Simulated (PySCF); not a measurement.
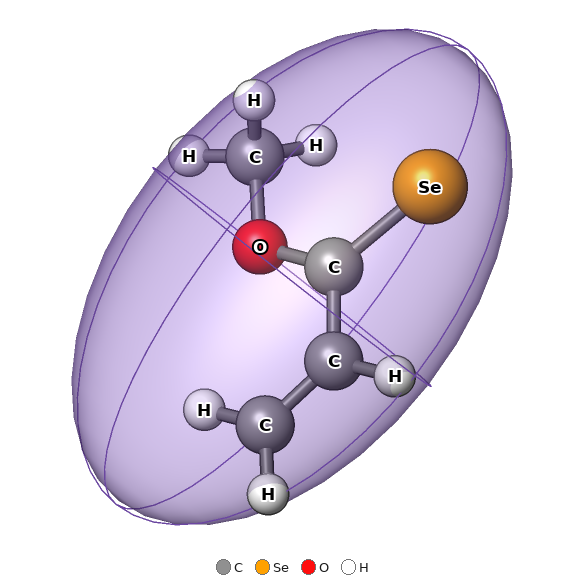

The ellipsoid shows the static dipole polarisability: its half-axes are proportional to the principal values. The computed structure is the end point of a GFN2-xTB optimisation. No frequency run is at hand to confirm it as a minimum. Method: PBE0/def2-SVPD (PySCF 2.14.0).

> How large and how anisotropic is the polarisability?

Principal values 57.5, 85.7, 124.4 bohr³; mean 89.2 bohr³ (13.22 Å³); anisotropy 58.1 bohr³, so the longest axis is 2.16 times the shortest.

The geometry is semi-empirical. Around Se such bond lengths and angles can be off by a tenth of an ångström or more and by several degrees, and values that hang on the shape move with them.
